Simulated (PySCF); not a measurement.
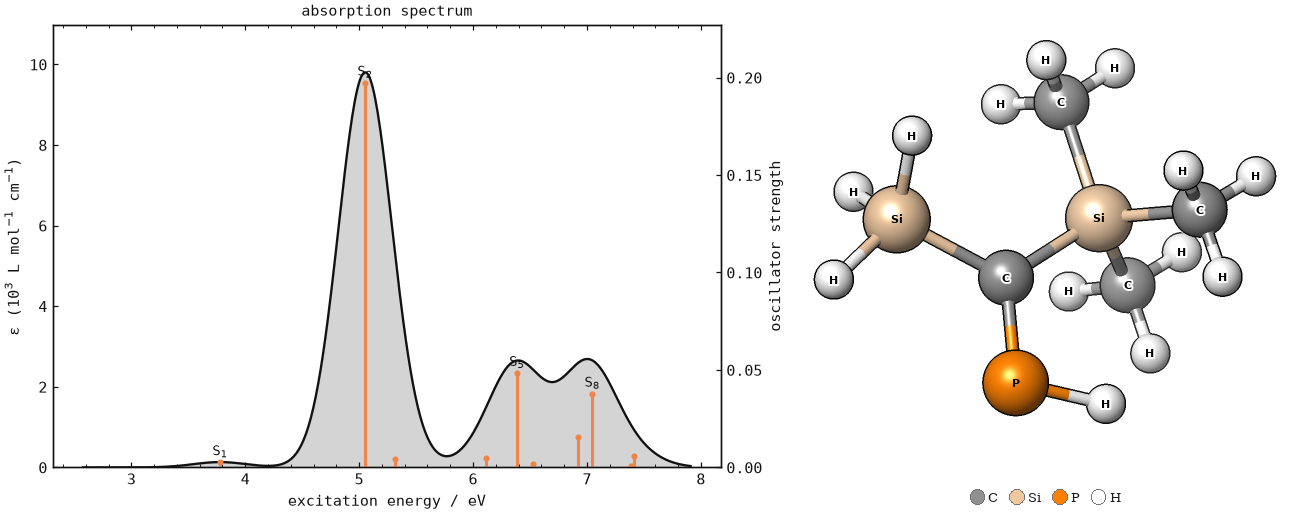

Computed absorption of C₄H₁₃PSi₂. Vertical TDDFT excitations, ωB97X-D/def2-SVPD, PySCF 2.14.0, at a PBE0-D3(BJ)/def2-SVP geometry (no frequency check), gas phase. Only the first 10 singlet excitations are included; each is broadened by a Gaussian of 1/e half-width 0.33 eV. Sticks give oscillator strengths (right axis).

Question: Where is the maximum of the broadened curve, and how high is it?

Answer: At about 5.1 eV (245 nm), with ε near 9800 L mol⁻¹ cm⁻¹.

Question: Which of the computed transitions is the brightest, and what character does the calculation give it?

Answer: S2 at 5.05 eV (246 nm), f = 0.197, mainly HOMO−1 → LUMO (96 %).

Note: core orbitals are frozen in the response.
